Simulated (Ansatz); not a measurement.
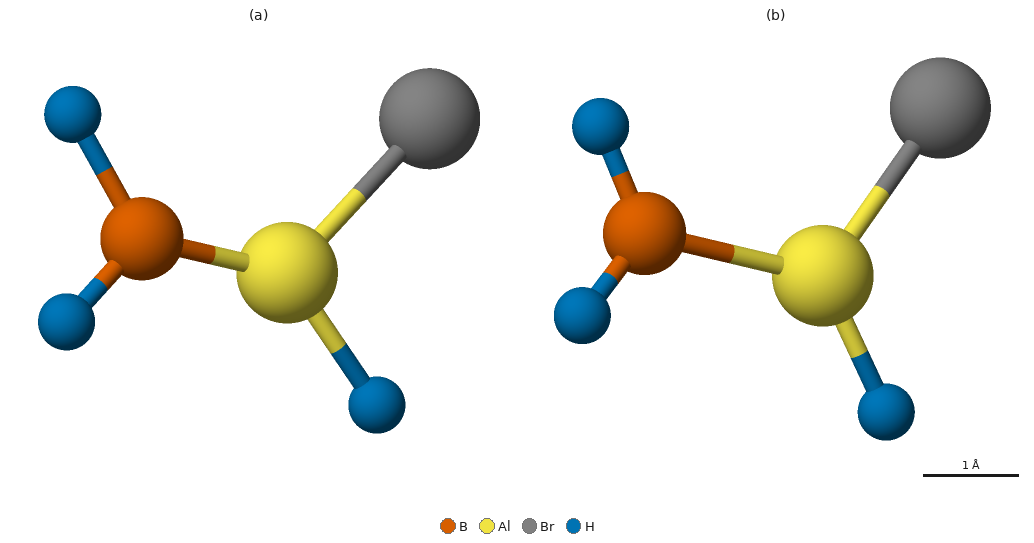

The structure of AlBH3Br before (left) and after (right) a relaxation, at one scale.

A ball-and-stick model, seen from a free direction.

Theory: RKS PBE-D4/cc-pVDZ (Ansatz 0.2.0).

Input file:
```yaml
crystal:
  periodic: [false, false, false]
  atoms:
    - {symbol: B, position_ang: [-0.571982, 0.287326, -0.843244]}
    - {symbol: Al, position_ang: [0.468763, 0.005709, 0.593151]}
    - {symbol: Br, position_ang: [1.245520, -2.141069, 1.412642]}
    - {symbol: H, position_ang: [-1.333649, -0.745180, -1.617652]}
    - {symbol: H, position_ang: [-1.010151, 1.419142, -1.210994]}
    - {symbol: H, position_ang: [1.276071, 0.956835, 1.794647]}
basis:
  gaussian: {orbitals: cc-pVDZ}
hamiltonian: {xc: pbe, dispersion: d4}
relax: {f_tol: 0.002, max_steps: 5, max_displacement: 0.5}
```

Launched with:
```bash
ansatz run in.yaml --threads 2 --pin off --events-out ev --progress --plain --max-ram 3481MiB
```

**Describe what moved and what it gained.**

The relaxation stopped without meeting its thresholds, so the last structure isn't shown to be converged. It used up its limit of 5 steps. The energy falls by 177.7 kJ/mol in 4 geometry steps. The largest force component goes from 7 to 0.034 eV/Å. Al2 moves most after the best rigid fit: 0.23 Å. Largest moves by element: Al 0.23 Å, H 0.18 Å, B 0.16 Å, Br 0.14 Å. Some distances before and after: B1–Al2 1.796 → 2.159 Å, B1–H4 1.499 → 1.217 Å, Al2–H6 1.732 → 1.604 Å, Al2–Br3 2.426 → 2.311 Å. Bond angles that change, for instance: Br3–Al2–H6 95.9° → 113.6°, H4–B1–H5 106.8° → 116.6°, B1–Al2–H6 137.6° → 128.3°. The run took 4.5 s on 2 threads of Arm Neoverse V2, on a shared host.
